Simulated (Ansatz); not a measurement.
# ZnHClOF: geometry relaxation

- system: ZnHClOF, multiplicity 2
- method: UKS BHLYP-D4/def2-mTZVP (Ansatz 0.2.0)

It belongs to a series of runs on one base structure; here: end point A relaxed.

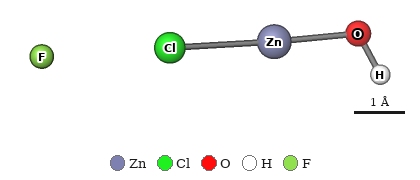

**Figure 1.** The input geometry (ball-and-stick view, seen at a tilt). Sticks mark near contacts. Bond lengths as drawn: Cl–Zn 2.20 Å, H–O 0.96 Å and O–Zn 1.77 Å.

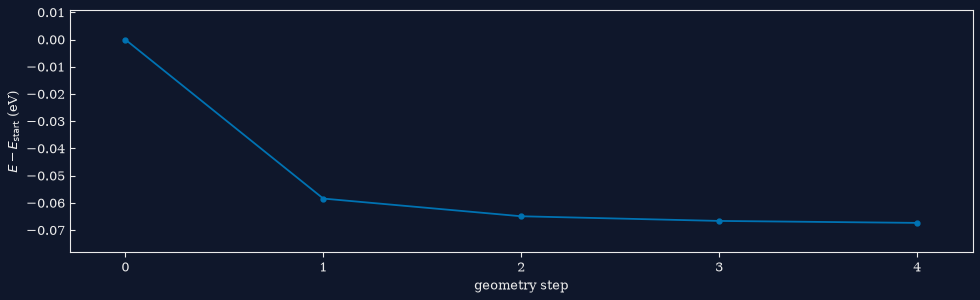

**Figure 2.** Progress of the relaxation, step by step (the first geometry is step 0 here and step 1 in the log).

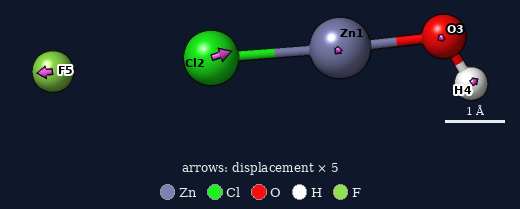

**Figure 3.** The starting structure with the displacements as pink arrows, magnified 5 times (ball-and-stick view, seen at a tilt). The two geometries are laid on each other by the best rigid fit. After 4 geometry steps the energy has fallen by 0.067 eV. Largest force component: 1.3 eV/Å at the start, 0.014 eV/Å at the end. The largest move after the best rigid fit is that of Cl2, 0.077 Å. Largest moves by element: Cl 0.077 Å, F 0.058 Å, H 0.031 Å, Zn 0.029 Å, O 0.027 Å. Among the contacts that change: Zn1–Cl2 2.200 → 2.106 Å. Among the angles that change: Zn1–O3–H4 113.7° → 116.9°. (Atoms are counted from 1 in the order of the input.)

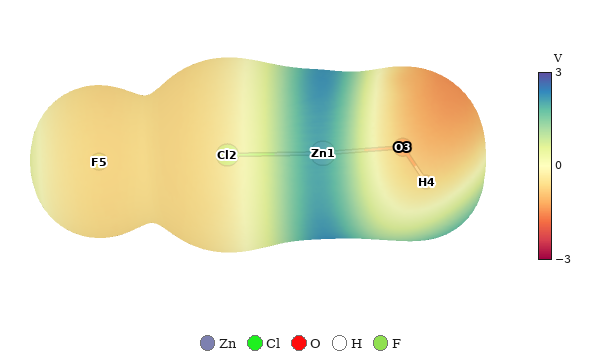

**Figure 4.** The molecular electrostatic potential painted on the density surface at 0.001 e/bohr³, seen at a tilt; red is negative and blue positive. A positive charge is drawn to the negative regions and a negative charge to the positive ones.

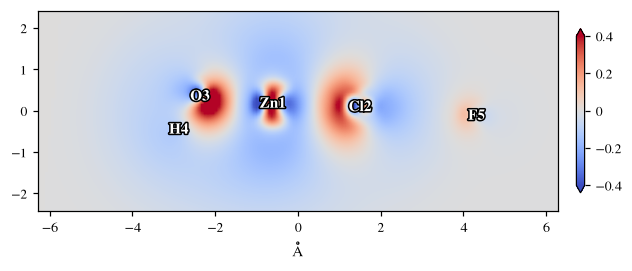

**Figure 5.** The LUMO (α) on the molecular plane (values in Å⁻³ᐟ²; the overall sign is arbitrary). Its weight (Hirshfeld) is mainly on Zn1 (65 %), Cl2 (15 %) and O3 (10 %); it is symmetric in the molecular plane (σ or in-plane lone-pair type). Its energy is −0.70 eV.

The input and output of the run follow.

### Input
```yaml
crystal:
  periodic: [false, false, false]
  atoms:
    - { symbol: Zn, position_ang: [0.014403, -0.051878, -0.05902] }
    - { symbol: Cl, position_ang: [0.000755, -0.00272, 2.139957] }
    - { symbol: O, position_ang: [0.007857, -0.0283, -1.832024] }
    - { symbol: H, position_ang: [0.240548, -0.866428, -2.227949] }
    - { symbol: F, position_ang: [-0.008864, 0.031926, 4.841936] }
magnetization:
  spin_polarized: true
  initial_magnetization: 1
basis:
  gaussian: { orbitals: def2-mTZVP }
hamiltonian:
  xc: { name: BHLYP }
  dispersion: d4
relax:
  f_tol: 0.03
  max_steps: 50
output:
  orbitals: {}
```

Launched with:
```bash
ansatz run input.yaml --threads 4 --pin off --max-ram 5120MiB --backend cpu --events-out ev --progress --plain --runs-dir out
```

### Output
```
The last accepted step is kept in [file] (removed where the run ends without a failure and the disk answers)
Engine: ansatz 0.2.0, x86_64-unknown-linux-gnu
Functional definition: BHLYP
  parameter a = 0.5
  exchange = (1 - a)*b88_x + a*exact_x
  correlation = lyp_c
1008 factors; integrals over basis functions are off by at most 5.3e-4 eV
mean field evaluation 1: about -65706.2765 eV, gradient 5.4e1 eV
mean field evaluation 2: about -65352.7952 eV, gradient 1.4e2 eV
mean field evaluation 4: about -65706.6219 eV, gradient 4.8e1 eV
mean field evaluation 8: about -65718.7727 eV, gradient 2.0e1 eV
mean field evaluation 16: about -65720.5961 eV, gradient 3.5e-2 eV
mean field evaluation 32: about -65720.6530 eV, gradient 1.5e0 eV
mean field evaluation 64: about -65720.6039 eV, gradient 3.8e0 eV
mean field -65720.72404352 eV, -2415.1920614928 hartree, gradient 8.1e-7 eV, S^2 0.752414; 5 other end points of the search recorded, 0 dependent functions left out
the calculation of the forces begins
reference -65720.72419644 eV, -2415.1920671124 hartree; 33, 32 occupied and 68, 69 virtual orbitals, 1008 factors
relax step   1: F+E_penalty+E_count = -65720.81793239 eV  Δ(F+E_penalty+E_count) = +0.000e0 eV  max|allowed force component| = 1.264e0 eV/Å  Δτ_max = 0.0000 Å  (211 SCF iters, accepted)
these checks for a lower state are left out or cut short: starts, cluster_reference, orbital_swaps, neighbouring_geometries, increment
1008 factors; integrals over basis functions are off by at most 5.3e-4 eV
mean field -65720.78152665 eV, -2415.1941739586 hartree, gradient 3.1e-7 eV, S^2 0.752330; 0 other end points of the search recorded, 0 dependent functions left out
the calculation of the forces begins
reference -65720.78167932 eV, -2415.1941795693 hartree; 33, 32 occupied and 68, 69 virtual orbitals, 1008 factors
relax step   2: F+E_penalty+E_count = -65720.87632525 eV  Δ(F+E_penalty+E_count) = -5.839e-2 eV  max|allowed force component| = 4.161e-1 eV/Å  Δτ_max = 0.0424 Å  (131 SCF iters, accepted)
these checks for a lower state are left out or cut short: starts, cluster_reference, orbital_swaps, neighbouring_geometries, increment
1008 factors; integrals over basis functions are off by at most 5.3e-4 eV
mean field evaluation 96: about -65720.6351 eV, gradient 9.3e-1 eV
mean field -65720.78776847 eV, -2415.1944033412 hartree, gradient 2.2e-6 eV, S^2 0.752265; 0 other end points of the search recorded, 0 dependent functions left out
the calculation of the forces begins
reference -65720.78792121 eV, -2415.1944089543 hartree; 33, 32 occupied and 68, 69 virtual orbitals, 1008 factors
relax step   3: F+E_penalty+E_count = -65720.88282437 eV  Δ(F+E_penalty+E_count) = -6.499e-3 eV  max|allowed force component| = 1.183e-1 eV/Å  Δτ_max = 0.0217 Å  (77 SCF iters, accepted)
these checks for a lower state are left out or cut short: starts, cluster_reference, orbital_swaps, neighbouring_geometries, increment
1008 factors; integrals over basis functions are off by at most 5.3e-4 eV
mean field evaluation 128: about -65720.7899 eV, gradient 1.2e-7 eV
mean field -65720.78985825 eV, -2415.1944801393 hartree, gradient 1.2e-7 eV, S^2 0.752193; 0 other end points of the search recorded, 0 dependent functions left out
the calculation of the forces begins
reference -65720.79001103 eV, -2415.1944857539 hartree; 33, 32 occupied and 68, 69 virtual orbitals, 1008 factors
relax step   4: F+E_penalty+E_count = -65720.88453504 eV  Δ(F+E_penalty+E_count) = -1.711e-3 eV  max|allowed force component| = 1.452e-1 eV/Å  Δτ_max = 0.0452 Å  (109 SCF iters, accepted)
these checks for a lower state are left out or cut short: starts, cluster_reference, orbital_swaps, neighbouring_geometries, increment
1008 factors; integrals over basis functions are off by at most 5.3e-4 eV
mean field -65720.79091067 eV, -2415.1945188152 hartree, gradient 6.2e-7 eV, S^2 0.752153; 0 other end points of the search recorded, 0 dependent functions left out
the calculation of the forces begins
reference -65720.79106361 eV, -2415.1945244354 hartree; 33, 32 occupied and 68, 69 virtual orbitals, 1008 factors
relax step   5: F+E_penalty+E_count = -65720.88525735 eV  Δ(F+E_penalty+E_count) = -7.223e-4 eV  max|allowed force component| = 1.395e-2 eV/Å  Δτ_max = 0.0281 Å  (105 SCF iters, accepted)
1008 factors; integrals over basis functions are off by at most 5.3e-4 eV
mean field evaluation 160: about -65720.7153 eV, gradient 5.6e-1 eV
mean field -65720.79091067 eV, -2415.1945188152 hartree, gradient 6.2e-7 eV, S^2 0.752153; 6 other end points of the search recorded, 0 dependent functions left out
the calculation of the forces begins
reference -65720.79106361 eV, -2415.1945244354 hartree; 33, 32 occupied and 68, 69 virtual orbitals, 1008 factors
Total energy: -65720.88541028 eV, -2415.1979916117 hartree
Atom 0 at     0.019931    -0.071788    -0.039168 Å, force     0.001666    -0.006000     0.013950 eV/Å
Atom 1 at    -0.003978     0.014327     2.064990 Å, force    -0.001213     0.004370    -0.012831 eV/Å
Atom 2 at     0.011098    -0.039973    -1.808332 Å, force    -0.002217     0.007985    -0.010356 eV/Å
Atom 3 at     0.236463    -0.851713    -2.254881 Å, force     0.001233    -0.004441     0.004611 eV/Å
Atom 4 at    -0.008814     0.031746     4.900290 Å, force     0.000532    -0.001915     0.004626 eV/Å
Dipole moment:     0.077714    -0.279917    -0.297321 e Å
```

### Trajectory as extended XYZ (Å, eV, eV/Å), 5 frames, from step=1 to step=5
```
5
Properties=species:S:1:pos:R:3:forces:R:3 step=1 energy=-65720.81793
Zn    0.0144   -0.0519   -0.0590   -0.0158   0.0570   1.2173
Cl    0.0008   -0.0027    2.1400    0.0048  -0.0173  -1.2638
O     0.0079   -0.0283   -1.8320    0.0355  -0.1278   0.0649
H     0.2405   -0.8664   -2.2279   -0.0244   0.0880  -0.0666
F    -0.0089    0.0319    4.8419    0.0000   0.0000   0.0481
5
Properties=species:S:1:pos:R:3:forces:R:3 step=2 energy=-65720.87633
Zn    0.0173   -0.0623   -0.0321   -0.0105   0.0378   0.3495
Cl    0.0021   -0.0075    2.0979    0.0012  -0.0043  -0.4161
O     0.0075   -0.0270   -1.8049    0.0284  -0.1023   0.0706
H     0.2379   -0.8569   -2.2178   -0.0191   0.0687  -0.0484
F    -0.0101    0.0363    4.8198    0.0000   0.0001   0.0444
5
Properties=species:S:1:pos:R:3:forces:R:3 step=3 energy=-65720.88282
Zn    0.0191   -0.0688   -0.0231   -0.0043   0.0154  -0.1183
Cl    0.0026   -0.0095    2.0763   -0.0017   0.0060   0.0574
O     0.0079   -0.0285   -1.7951    0.0168  -0.0604   0.0587
H     0.2362   -0.8507   -2.2228   -0.0108   0.0390  -0.0314
F    -0.0112    0.0402    4.8276    0.0000   0.0000   0.0335
5
Properties=species:S:1:pos:R:3:forces:R:3 step=4 energy=-65720.88454
Zn    0.0200   -0.0721   -0.0352    0.0002  -0.0007   0.1452
Cl   -0.0023    0.0082    2.0689   -0.0012   0.0042  -0.0158
O     0.0104   -0.0374   -1.7990    0.0009  -0.0034  -0.1330
H     0.2360   -0.8499   -2.2441   -0.0004   0.0015  -0.0103
F    -0.0094    0.0339    4.8723    0.0004  -0.0016   0.0139
5
Properties=species:S:1:pos:R:3:forces:R:3 step=5 energy=-65720.88526
Zn    0.0199   -0.0718   -0.0392    0.0017  -0.0060   0.0140
Cl   -0.0040    0.0143    2.0650   -0.0012   0.0044  -0.0128
O     0.0111   -0.0400   -1.8083   -0.0022   0.0080  -0.0104
H     0.2365   -0.8517   -2.2549    0.0012  -0.0044   0.0046
F    -0.0088    0.0317    4.9003    0.0005  -0.0019   0.0046
```

### Results in brief

- outcome: converged
- total energy: −65720.8854 eV
- mean-field energy: −65720.7911 eV
- ⟨S²⟩: 0.752
- largest force (length of the vector) at the end: 0.015 eV/Å
- hardware: 4 threads of AMD EPYC (Zen 5), 32 GiB of memory available, shared host
- wall time: 15 s (CPU time 57 s)
- peak memory: 0.39 GiB
